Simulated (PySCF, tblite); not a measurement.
# C3H6FOSi radical: geometry, infrared bands and EPR parameters

What infrared bands and EPR parameters should C3H6FOSi radical (`CO[C@@H]1[SiH][C@H]1F`) show?

Computed with tblite 0.8.0 and PySCF 2.14.0, with density-fitted response routines of our own, on a single molecule in the gas phase. Atoms are numbered from 0 throughout.

### Step 1. The starting structure

12 atoms, charge 0, multiplicity 2; geometry from: force field or distance geometry start.

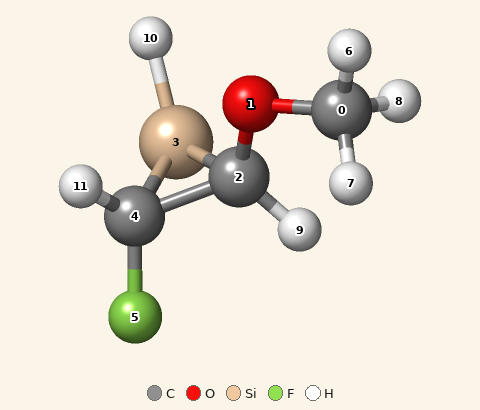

As it starts; carbon grey, oxygen red, silicon light orange, fluorine green, hydrogen white, atoms numbered.

### Step 2. Optimising the geometry with GFN2-xTB

Job settings and geometry (Å):

```
{"job": {"kind": "relax", "xc": "GFN2-xTB", "basis": "xTB"}, "charge": 0, "multiplicity": 2}
C      1.846600     0.534800     0.180200
O      0.507500     0.587400     0.600300
C     -0.303800    -0.235400    -0.144300
Si    -2.019800     0.416500    -0.553800
C     -1.429600    -0.909300     0.643100
F     -1.662800    -2.201400     0.163500
H      2.486200     1.203300     0.800300
H      2.219700    -0.511300     0.196900
H      1.888400     0.888000    -0.855700
H      0.148900    -0.810200    -0.976300
H     -2.243200     1.767400    -0.046900
H     -1.436800    -0.730400     1.731500
```

Launch:

```
> OMP_NUM_THREADS=1 python probes_run.py task.json out
```

The driver reads the jobs from task.json and runs them one after another.

The program printed:

```text
step      E/eV     max force
  0    -540.50139    1.355
  1    -540.59699    0.840
  2    -540.68934    0.801
  3    -540.75973    0.674
  4    -540.79098    0.450
  5    -540.80147    0.217
  6    -540.80734    0.256
  7    -540.81410    0.238
  8    -540.82070    0.213
  9    -540.82585    0.180
 10    -540.82986    0.157
 11    -540.83391    0.176
 12    -540.83863    0.198
 13    -540.84257    0.177
 14    -540.84504    0.154
 15    -540.84700    0.124
 16    -540.84901    0.135
 17    -540.85111    0.124
 18    -540.85280    0.086
 19    -540.85374    0.074
 20    -540.85422    0.056
 21    -540.85456    0.053
 22    -540.85486    0.051
 23    -540.85518    0.060
 24    -540.85558    0.072
 25    -540.85605    0.072
 26    -540.85655    0.070
 27    -540.85704    0.065
 28    -540.85757    0.063
 29    -540.85821    0.070
 30    -540.85894    0.085
 31    -540.85963    0.095
 32    -540.86027    0.092
 33    -540.86099    0.078
 34    -540.86177    0.081
 35    -540.86258    0.077
 36    -540.86338    0.073
 37    -540.86414    0.071
 38    -540.86486    0.074
 39    -540.86564    0.072
 40    -540.86670    0.095
 41    -540.86834    0.115
 42    -540.87049    0.138
 43    -540.87250    0.118
 44    -540.87366    0.099
 45    -540.87344    0.213
 46    -540.87502    0.089
 47    -540.87575    0.060
 48    -540.87779    0.081
 49    -540.87888    0.108
 50    -540.87982    0.109
 51    -540.88127    0.097
 52    -540.88338    0.117
 53    -540.88554    0.137
 54    -540.88820    0.134
 55    -540.89139    0.126
 56    -540.89489    0.148
 57    -540.89492    0.336
 58    -540.89944    0.118
 59    -540.90088    0.080
 60    -540.90273    0.094
 61    -540.90319    0.061
 62    -540.90399    0.049
 63    -540.90448    0.058
 64    -540.90512    0.057
 65    -540.90568    0.054
 66    -540.90608    0.052
 67    -540.90628    0.037
 68    -540.90640    0.025
 69    -540.90648    0.021
 70    -540.90655    0.014
 71    -540.90658    0.012
 72    -540.90659    0.013
 73    -540.90661    0.011
 74    -540.90662    0.011
 75    -540.90665    0.015
 76    -540.90668    0.014
 77    -540.90672    0.012
 78    -540.90674    0.008
```

It took 0.33 s on 1 thread of Arm Neoverse V2, shared host.

Relaxation path: (not every step is listed)

```csv
step,energy from step 0 (eV),largest force (eV/Å)
0,0.0000,1.3551
1,-0.0956,0.8405
2,-0.1880,0.8005
3,-0.2583,0.6743
4,-0.2896,0.4500
5,-0.3001,0.2175
6,-0.3059,0.2560
7,-0.3127,0.2382
8,-0.3193,0.2128
14,-0.3437,0.1537
20,-0.3528,0.0555
26,-0.3552,0.0697
32,-0.3589,0.0921
38,-0.3635,0.0736
44,-0.3723,0.0993
50,-0.3784,0.1090
56,-0.3935,0.1475
62,-0.4026,0.0493
68,-0.4050,0.0253
73,-0.4052,0.0110
74,-0.4052,0.0106
75,-0.4053,0.0149
76,-0.4053,0.0145
77,-0.4053,0.0122
78,-0.4053,0.0083
```

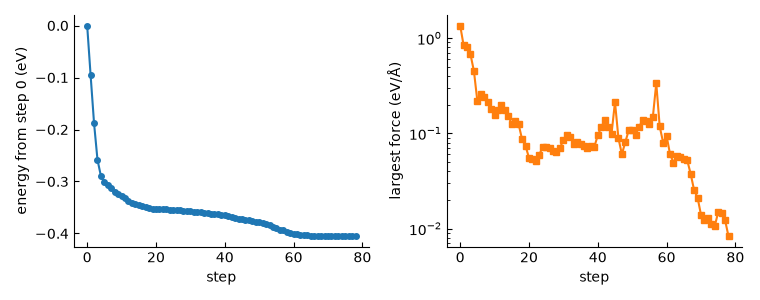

Energy and largest force along the relaxation.

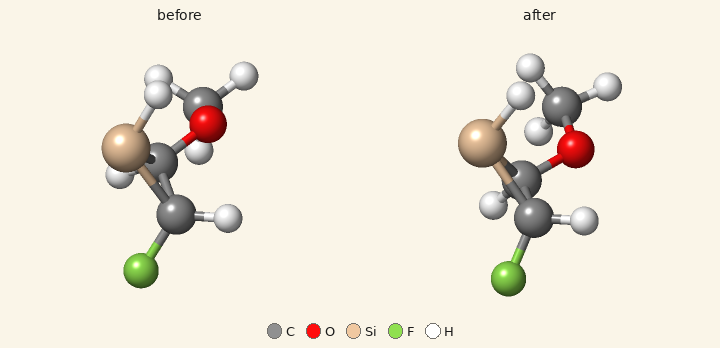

Before and after, at one scale.

Close pairs (by a distance rule), those that changed most:

```csv
bond,before (Å),after (Å),change (Å)
C2–Si3,1.881,1.923,+0.042
Si3–C4,1.881,1.909,+0.027
C0–H6,1.114,1.088,-0.026
C4–F5,1.398,1.376,-0.022
C2–H9,1.108,1.090,-0.018
C4–H11,1.103,1.088,-0.015
O1–C2,1.375,1.389,+0.015
C0–H7,1.111,1.096,-0.015
```

The next job starts from the end point, and lists it.

### Step 3. Harmonic vibrations with GFN2-xTB

Job settings and geometry (Å):

```
{"job": {"kind": "ir", "xc": "GFN2-xTB", "basis": "xTB"}, "charge": 0, "multiplicity": 2}
C      1.802897     0.651688     0.114092
O      0.667447     0.152013     0.772822
C     -0.216384    -0.510335    -0.070241
Si    -1.692157     0.509881    -0.761479
C     -1.562749    -0.845809     0.575649
F     -1.964186    -2.142673     0.351497
H      2.426968     1.117787     0.873861
H      2.361718    -0.152790    -0.378155
H      1.518727     1.396851    -0.640029
H      0.238711    -1.313805    -0.648868
H     -1.963454     1.781707    -0.093871
H     -1.616340    -0.645201     1.643415
```

The program printed:

```text
mode    cm-1     km/mol
  1      76.5      1.32
  2     142.2      9.39
  3     195.1      0.76
  4     220.3      9.92
  5     257.5      7.70
  6     350.1     29.96
  7     409.9     67.69
  8     440.8      5.38
  9     518.2     31.21
 10     643.8     47.19
 11     656.9     27.02
 12     903.3    118.25
 13     951.0     28.17
 14    1015.2     39.28
 15    1053.3      3.72
 16    1079.6    116.83
 17    1126.5     49.31
 18    1129.4     12.37
 19    1172.4     49.63
 20    1234.9     22.60
 21    1304.0     35.74
 22    1403.5      0.16
 23    1463.7      6.74
 24    1483.1      4.64
 25    2240.8    276.34
 26    2896.3     40.92
 27    2925.5     37.80
 28    2940.5     34.98
 29    2980.4     35.65
 30    3030.2     13.53
```

Run time: 0.24 s. Hardware: 1 thread of Arm Neoverse V2, shared host.

The strongest bands and the atoms that carry them (share of the mass-weighted mode):

```csv
cm⁻¹,km/mol,atoms
410,67.7,"H10 43 %, F5 16 %, C4 11 %"
644,47.2,"C4 36 %, Si3 24 %, H11 17 %"
903,118.2,"C2 25 %, C4 20 %, H9 19 %, H11 15 %"
1080,116.8,"C4 35 %, F5 17 %, H11 14 %, O1 13 %"
1126,49.3,"O1 29 %, H9 19 %, C0 17 %, C2 14 %"
1172,49.6,"O1 21 %, H6 20 %, C2 14 %, H11 12 %"
2241,276.3,H10 96 %
2896,40.9,"H8 79 %, H7 13 %"
```

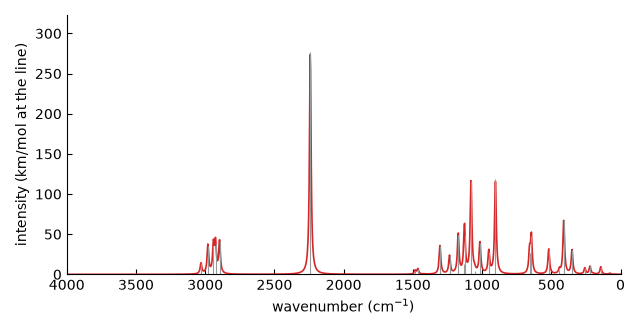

The infrared spectrum from these modes, unscaled. Lines are broadened to a width of 14 cm⁻¹ (Lorentzian).

### Step 4. g tensor and hyperfine couplings: B3LYP/pcH-1

Settings changed since step 3:

```diff
@@ -1,2 +1,2 @@
-{"job": {"kind": "ir", "xc": "GFN2-xTB", "basis": "xTB"}, "charge": 0, "multiplicity": 2}
+{"job": {"kind": "epr", "basis": "pcH-1"}, "charge": 0, "multiplicity": 2}
 C      1.802897     0.651688     0.114092
```

With the program's defaults for keys left out, this is: UKS B3LYP, pcH-1 on C F H O Si, non-relativistic, mean-field spin-orbit, GIAO.

The program printed:

```text
UKS, coarse grid
  cycle   1  E = -582.29555737  |g| = 5.10e-01
  cycle   2  E = -581.91352125  |g| = 1.06e+00
  cycle   3  E = -582.37379846  |g| = 1.78e-01
  cycle   4  E = -582.38619037  |g| = 7.38e-02
  cycle   5  E = -582.38773887  |g| = 1.79e-02
  cycle   6  E = -582.38787145  |g| = 7.98e-03
  cycle   7  E = -582.38790800  |g| = 2.85e-03
  cycle   8  E = -582.38791475  |g| = 1.16e-03
  cycle   9  E = -582.38791791  |g| = 3.84e-04
UKS, final grid
  cycle   1  E = -582.38794238  |g| = 4.42e-04
  cycle   2  E = -582.38794246  |g| = 5.43e-04
  cycle   3  E = -582.38794263  |g| = 1.32e-04
  cycle   4  E = -582.38794267  |g| = 1.06e-04
  cycle   5  E = -582.38794269  |g| = 3.79e-05
  cycle   6  E = -582.38794269  |g| = 9.56e-06
E = -582.38794269 Eh   <S^2> = 0.7530 (exact 0.7500)
g shifts (ppm)      1          2          3
  rmc          -163       -163       -163
  gc             22         92         54
  oz_so        -206       1868      11553
  total        -346       1797      11445
hyperfine (MHz)  atom isotope    a_iso     a_fc   dipolar eigenvalues
    0   13C       1.57       1.57     -0.62     -0.43      1.05
    1   17O      -4.87      -4.82    -30.18     14.60     15.58
    2   13C      24.00      23.92    -13.85    -13.04     26.89
    3  29Si    -520.82    -521.00   -149.16     69.89     79.27
    4   13C     -11.41     -11.45     -4.64     -3.59      8.23
    5   19F      64.76      63.71    -39.84    -26.41     66.26
    6    1H      -0.47      -0.47     -1.44     -1.12      2.56
    7    1H       5.52       5.52     -1.64     -1.04      2.67
    8    1H       8.88       8.88     -1.96     -1.13      3.09
    9    1H     -11.40     -11.43     -5.37     -3.13      8.50
   10    1H     107.75     107.69     -7.54      0.60      6.94
   11    1H      -3.94      -3.93     -3.86     -0.74      4.60
```

Wall time 45 s (1 thread of Arm Neoverse V2, shared host); peak memory 0.76 GiB.

Principal g values 2.00197, 2.00412, 2.01376; g(iso) = 2.00662, against 2.00232 for a free electron.

Hyperfine couplings; where a row names several nuclei, a(iso) is their mean (it holds for fast rotation or exchange) and the dipolar term the largest among them:

```csv
nuclei,isotope,a(iso) (MHz),"a(iso) (G, at g = 2.0023)",largest dipolar term (MHz)
Si3,29Si,-520.8,-185.8,-149.2
H10,1H,107.7,38.4,-7.5
F5,19F,64.8,23.1,66.3
C2,13C,24.0,8.6,26.9
C4,13C,-11.4,-4.1,8.2
H9,1H,-11.4,-4.1,8.5
O1,17O,-4.9,-1.7,-30.2
"H6, H7, H8",1H,4.6,1.7,3.1
H11,1H,-3.9,-1.4,4.6
C0,13C,1.6,0.6,1.0
```

Mulliken spin populations:

```csv
atom,value (e)
C0,-0.01
O1,0.07
C2,0.12
Si3,0.75
C4,0.02
F5,0.01
H6,0.00
H7,0.00
H8,0.01
H9,-0.01
H10,0.04
H11,0.00
```

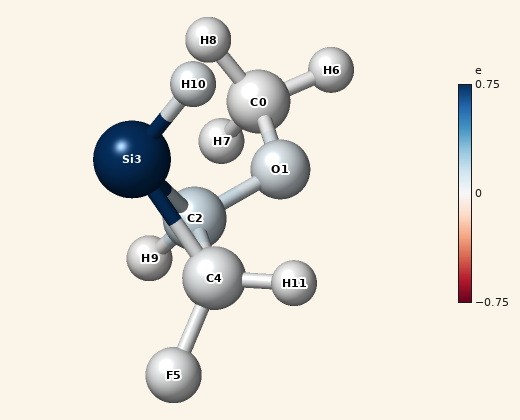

Mulliken spin populations, as colours on the atoms.

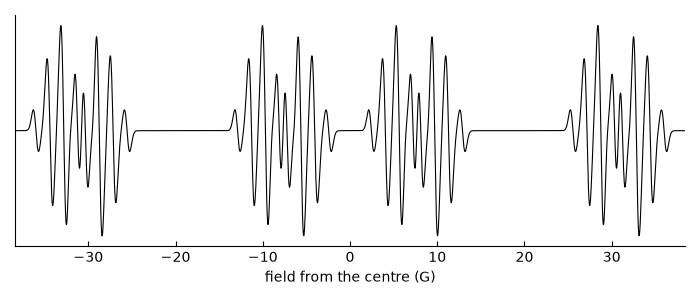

First-order isotropic spectrum (first derivative, main isotopes with spin only, couplings over 0.8 MHz, Gaussian width 0.3 G; couplings of the frozen geometry, rotation of groups not averaged beyond the rows shown).

The fields below are evaluated on a grid from the run's orbitals.

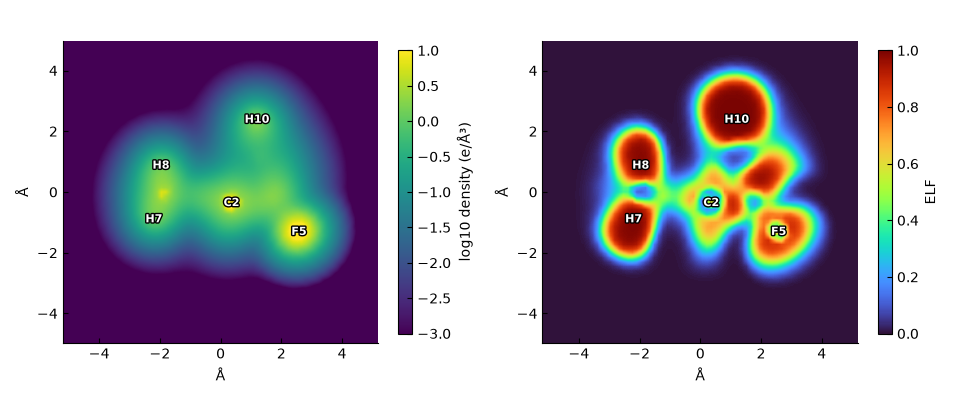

Density (left) and ELF (right) in a plane through or near 5 of the atoms.

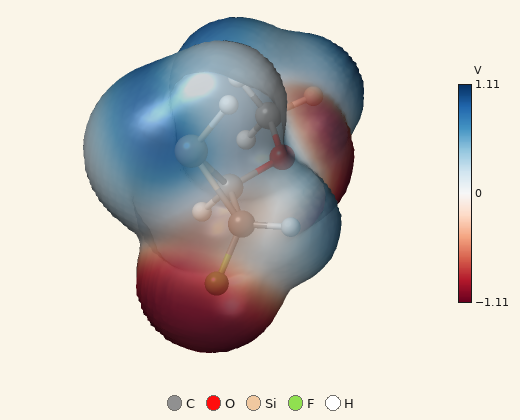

Electrostatic potential on the surface of density 0.002 e/bohr³; red is low, blue high. It runs from -1.11 V near F5 to 0.97 V near H9.

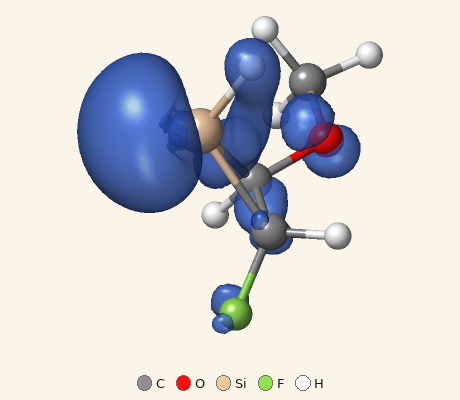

Spin density at ±0.03 e/Å³ (alpha excess blue, beta excess red).

### Step 5. Summary of results

| quantity | value |
| --- | --- |
| strongest single infrared mode (GFN2-xTB) | 2241 cm⁻¹, 276 km/mol |
| zero-point energy (GFN2-xTB) | 51.8 kcal/mol |
| g(iso) (B3LYP) | 2.00662 |
| ⟨S²⟩ | 0.753 (exact 0.75) |
| largest a(iso) (averaged by class) | 29Si on Si3, -520.8 MHz |
| potential on the surface of density 0.002 e/bohr³, 1st and 99th percentile | -1.11 V and 0.97 V |

What this shows: The optimisation took 78 steps and gained 0.405 eV; among the close pairs (by a distance rule), C2–Si3 changed most, from 1.881 to 1.923 Å. No mode is imaginary among the 30: a minimum at this level. The strongest single mode, at 2241 cm⁻¹, moves mainly H10. GFN2-xTB is a fitted tight-binding method: band positions and strengths are rough. Its intensities can rank the bands wrongly. Most of the unpaired spin sits on Si3 (0.75 e). The isotropic g lies 4.3 ppt above the free-electron value. These values are for one conformer; the search (at its own cheap level) found 1 more, at 0.38 kcal/mol, and measured spectra average over such forms.
